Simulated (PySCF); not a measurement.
# P: dipole response in aug-cc-pCVTZ-DK

How polarisable is P at the levels listed below?

Method: unrestricted determinants in a Gaussian basis, no spin-orbit coupling in the energies. Code: PySCF 2.14.0.

## 1. What is computed

* Element: phosphorus (Z = 15)
* Basis: aug-cc-pCVTZ-DK
* Hamiltonian: scalar relativity by spin-free X2C-1e
* State 1: P: [Ne] 3s2 3p3, high-spin 4S determinant
* Methods: UHF, PBE, PBE0, revPBE, wB97X-V

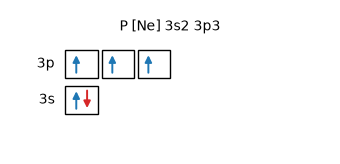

Outer shells as boxes.

The runs were made by one driver on top of PySCF. The scripts below sum up each run's settings (the driver also hands on starting orbitals that pick excited configurations, and frozen orbitals as a list rather than a count), and the logs come from the driver's own runs. The driver starts from symmetry-adapted Hartree-Fock orbitals, holds the occupation by maximum overlap and uses a logarithmic radial grid for functionals, so a plain start would take other cycles.

The driver's launch:

```sh
$ OMP_NUM_THREADS=1 python atomrun2.py TASK.json OUT
```

The integrals over 75 functions and the set-up took 0.17 s of CPU time.

## 2. P: the ladder of methods

Level: UHF.

input.py

```python
from pyscf import gto, scf, dft, mp, cc
import basis_set_exchange as bse
mol = gto.M(atom="P 0 0 0", charge=0, spin=3, symmetry="D2h",
            basis=gto.basis.parse(bse.get_basis("aug-cc-pCVTZ-DK", elements=["P"], fmt="nwchem", header=False)),
            nucmod="G")
mf = scf.UHF(mol).sfx2c1e()
mf.irrep_nelec = {'Ag': (3, 3), 'B1u': (2, 1), 'B2u': (2, 1), 'B3u': (2, 1)}
mf.kernel()
```

What it wrote:

```text
damping factor = 0
level_shift factor = 0
DIIS = <class 'pyscf.scf.diis.CDIIS'>
diis_start_cycle = 1
diis_space = 10
diis_damp = 0
SCF conv_tol = 1e-09
SCF conv_tol_grad = None
number electrons alpha = 9  beta = 6
cycle= 1 E= -341.531688415057  delta_E= -1.5e-10  |g|= 3.15e-06  |ddm|= 6.41e-05
converged SCF energy = -341.531688415057  <S^2> = 3.7506236  2S+1 = 4.0003118
```

CPU time 2 s on a shared host, the integrals not counted.

Orbital energies by shell (radii are means over both spins):

| shell | electrons | mean orbital energy (eV) | spread (eV) | rms radius (bohr) |
| --- | --- | --- | --- | --- |
| 1s α | 1 | -2182.4 | 0 | 0.120 |
| 1s β | 1 | -2181.8 | 0 | 0.120 |
| 2s α | 1 | -205.68 | 0 | 0.560 |
| 2s β | 1 | -205.08 | 0 | 0.560 |
| 2p α | 3 | -147.50 | 0 | 0.540 |
| 2p β | 3 | -146.37 | 0 | 0.540 |
| 3s α | 1 | -22.841 | 0 | 2.08 |
| 3s β | 1 | -15.233 | 0 | 2.08 |
| 3p α | 3 | -10.659 | 0 | 2.53 |

⟨S²⟩ = 3.751, ⟨L²⟩ = 0.00.

The driver then solved the coupled dipole response at imaginary frequencies: mean α = 25.42 bohr³, C₆ = 188.6 au for a like pair.

Level: PBE.

Changes to input.py:

```diff
@@ -5,3 +5,3 @@
             nucmod="G")
-mf = scf.UHF(mol).sfx2c1e()
+mf = dft.UKS(mol, xc="PBE").sfx2c1e()
 mf.irrep_nelec = {'Ag': (3, 3), 'B1u': (2, 1), 'B2u': (2, 1), 'B3u': (2, 1)}
```

What it wrote:

```text
damping factor = 0
level_shift factor = 0
DIIS = <class 'pyscf.scf.diis.CDIIS'>
diis_start_cycle = 1
diis_space = 10
diis_damp = 0
SCF conv_tol = 1e-09
SCF conv_tol_grad = None
number electrons alpha = 9  beta = 6
XC functionals = PBE
    J. P. Perdew, K. Burke, and M. Ernzerhof.,  Phys. Rev. Lett. 77, 3865 (1996)
    J. P. Perdew, K. Burke, and M. Ernzerhof.,  Phys. Rev. Lett. 78, 1396 (1997)
    J. P. Perdew, K. Burke, and M. Ernzerhof.,  Phys. Rev. Lett. 77, 3865 (1996)
    J. P. Perdew, K. Burke, and M. Ernzerhof.,  Phys. Rev. Lett. 78, 1396 (1997)
cycle= 1 E= -341.936498674726  delta_E= -0.00856  |g|= 0.0141  |ddm|= 0.275
cycle= 2 E= -341.936550807134  delta_E= -5.21e-05  |g|= 0.00498  |ddm|= 0.0551
cycle= 3 E= -341.93656680789  delta_E= -1.6e-05  |g|= 0.00182  |ddm|= 0.0197
cycle= 4 E= -341.936567815764  delta_E= -1.01e-06  |g|= 0.000202  |ddm|= 0.00375
cycle= 5 E= -341.936567834037  delta_E= -1.83e-08  |g|= 2.99e-06  |ddm|= 0.000485
cycle= 6 E= -341.936567834038  delta_E= -9.09e-13  |g|= 8.05e-08  |ddm|= 4.57e-06
converged SCF energy = -341.936567834038  <S^2> = 3.7504377  2S+1 = 4.0002188
```

CPU time 1.1 s on a shared host, the integrals not counted.

The driver then solved the coupled dipole response at imaginary frequencies: mean α = 27.28 bohr³, C₆ = 204.4 au for a like pair.

Level: PBE0.

Changes to input.py:

```diff
@@ -5,3 +5,3 @@
             nucmod="G")
-mf = dft.UKS(mol, xc="PBE").sfx2c1e()
+mf = dft.UKS(mol, xc="PBE0").sfx2c1e()
 mf.irrep_nelec = {'Ag': (3, 3), 'B1u': (2, 1), 'B2u': (2, 1), 'B3u': (2, 1)}
```

What it wrote:

```text
damping factor = 0
level_shift factor = 0
DIIS = <class 'pyscf.scf.diis.CDIIS'>
diis_start_cycle = 1
diis_space = 10
diis_damp = 0
SCF conv_tol = 1e-09
SCF conv_tol_grad = None
number electrons alpha = 9  beta = 6
XC functionals = PBE0
    C. Adamo and V. Barone.,  J. Chem. Phys. 110, 6158 (1999)
    M. Ernzerhof and G. E. Scuseria.,  J. Chem. Phys. 110, 5029 (1999)
cycle= 1 E= -341.964857246104  delta_E= -0.00454  |g|= 0.00873  |ddm|= 0.217
cycle= 2 E= -341.96488674075  delta_E= -2.95e-05  |g|= 0.00209  |ddm|= 0.0271
cycle= 3 E= -341.964889444056  delta_E= -2.7e-06  |g|= 0.000883  |ddm|= 0.00738
cycle= 4 E= -341.964889621924  delta_E= -1.78e-07  |g|= 9.74e-05  |ddm|= 0.00117
cycle= 5 E= -341.964889624132  delta_E= -2.21e-09  |g|= 7.55e-06  |ddm|= 0.000186
cycle= 6 E= -341.96488962419  delta_E= -5.8e-11  |g|= 4.89e-07  |ddm|= 3.92e-05
converged SCF energy = -341.96488962419  <S^2> = 3.7503567  2S+1 = 4.0001784
```

CPU time 2.5 s on a shared host, the integrals not counted.

The driver then solved the coupled dipole response at imaginary frequencies: mean α = 26.27 bohr³, C₆ = 195.3 au for a like pair.

Level: revPBE.

Changes to input.py:

```diff
@@ -5,3 +5,3 @@
             nucmod="G")
-mf = dft.UKS(mol, xc="PBE0").sfx2c1e()
+mf = dft.UKS(mol, xc="PBE_R,PBE").sfx2c1e()
 mf.irrep_nelec = {'Ag': (3, 3), 'B1u': (2, 1), 'B2u': (2, 1), 'B3u': (2, 1)}
```

What it wrote:

```text
damping factor = 0
level_shift factor = 0
DIIS = <class 'pyscf.scf.diis.CDIIS'>
diis_start_cycle = 1
diis_space = 10
diis_damp = 0
SCF conv_tol = 1e-09
SCF conv_tol_grad = None
number electrons alpha = 9  beta = 6
XC functionals = PBE_R,PBE
    Y. Zhang and W. Yang.,  Phys. Rev. Lett. 80, 890 (1998)
    J. P. Perdew, K. Burke, and M. Ernzerhof.,  Phys. Rev. Lett. 77, 3865 (1996)
    J. P. Perdew, K. Burke, and M. Ernzerhof.,  Phys. Rev. Lett. 78, 1396 (1997)
cycle= 1 E= -342.03472991857  delta_E= -0.00716  |g|= 0.0126  |ddm|= 0.318
cycle= 2 E= -342.034770489507  delta_E= -4.06e-05  |g|= 0.00428  |ddm|= 0.048
cycle= 3 E= -342.034781728266  delta_E= -1.12e-05  |g|= 0.00144  |ddm|= 0.0166
cycle= 4 E= -342.034782384214  delta_E= -6.56e-07  |g|= 0.000214  |ddm|= 0.00318
cycle= 5 E= -342.034782403004  delta_E= -1.88e-08  |g|= 3.24e-06  |ddm|= 0.000485
cycle= 6 E= -342.034782403005  delta_E= -1.59e-12  |g|= 1.01e-07  |ddm|= 3.96e-06
converged SCF energy = -342.034782403005  <S^2> = 3.7505304  2S+1 = 4.0002652
```

It used 1.1 s of CPU time after the integrals (shared host).

The driver then solved the coupled dipole response at imaginary frequencies: mean α = 27.19 bohr³, C₆ = 203.8 au for a like pair.

Level: wB97X-V.

Changes to input.py:

```diff
@@ -5,3 +5,3 @@
             nucmod="G")
-mf = dft.UKS(mol, xc="PBE_R,PBE").sfx2c1e()
+mf = dft.UKS(mol, xc="WB97X_V").sfx2c1e()
 mf.irrep_nelec = {'Ag': (3, 3), 'B1u': (2, 1), 'B2u': (2, 1), 'B3u': (2, 1)}
```

What it wrote:

```text
damping factor = 0
level_shift factor = 0
DIIS = <class 'pyscf.scf.diis.CDIIS'>
diis_start_cycle = 1
diis_space = 10
diis_damp = 0
SCF conv_tol = 1e-09
SCF conv_tol_grad = None
number electrons alpha = 9  beta = 6
XC functionals = WB97X_V
    N. Mardirossian and M. Head-Gordon.,  Phys. Chem. Chem. Phys. 16, 9904-9924 (2014)
NLC functional = WB97X_V
cycle= 1 E= -342.03206639442  delta_E= -0.00446  |g|= 0.0113  |ddm|= 0.153
cycle= 2 E= -342.032096574767  delta_E= -3.02e-05  |g|= 0.00211  |ddm|= 0.017
cycle= 3 E= -342.032098379246  delta_E= -1.8e-06  |g|= 0.000678  |ddm|= 0.00468
cycle= 4 E= -342.03209856642  delta_E= -1.87e-07  |g|= 0.000107  |ddm|= 0.00164
cycle= 5 E= -342.032098583255  delta_E= -1.68e-08  |g|= 6.72e-06  |ddm|= 0.00072
cycle= 6 E= -342.032098583348  delta_E= -9.31e-11  |g|= 6.97e-07  |ddm|= 7.23e-05
converged SCF energy = -342.032098583348  <S^2> = 3.7502933  2S+1 = 4.0001466
```

It used 5 s of CPU time after the integrals (shared host).

The driver then solved the coupled dipole response at imaginary frequencies: mean α = 25.91 bohr³, C₆ = 192.0 au for a like pair.

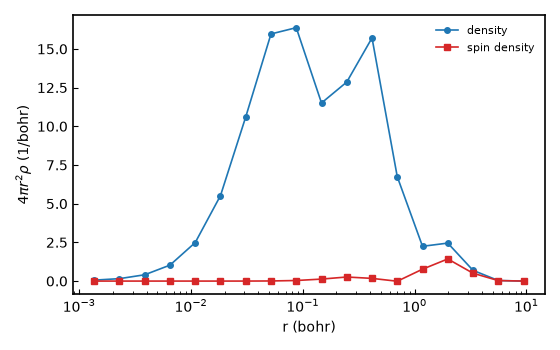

Radial density 4πr²ρ of P at UHF, at 18 stored radii joined by straight lines.

## 3. The response side by side

P, in atomic units:

| method | mean α | C₆ (like pair) | S(−4) |
| --- | --- | --- | --- |
| UHF | 25.42 | 188.6 | 192.6 |
| PBE | 27.28 | 204.4 | 245.5 |
| PBE0 | 26.27 | 195.3 | 217.6 |
| revPBE | 27.19 | 203.8 | 241.9 |
| wB97X-V | 25.91 | 192.0 | 208.5 |

Reference α: 25 ± 1 bohr³ (recommended; Schwerdtfeger and Nagle, table of static dipole polarizabilities (2023 update)). Published C₆: 185.0 (Chu and Dalgarno (2004); Tang, Norbeck and Certain (1976)).

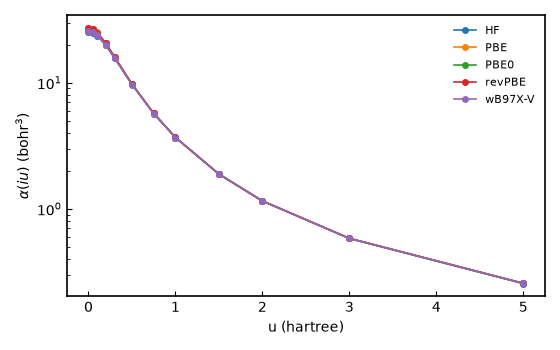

α(iu) of P, the polarisability at imaginary frequency, on a logarithmic scale.

## 4. Outcome

| quantity | value |
| --- | --- |
| α of P | 25.42 (UHF) to 27.28 (PBE) bohr³; reference 25.00 |

For P UHF is nearest the reference (+2 %). The basis is finite, and no extrapolation was made.
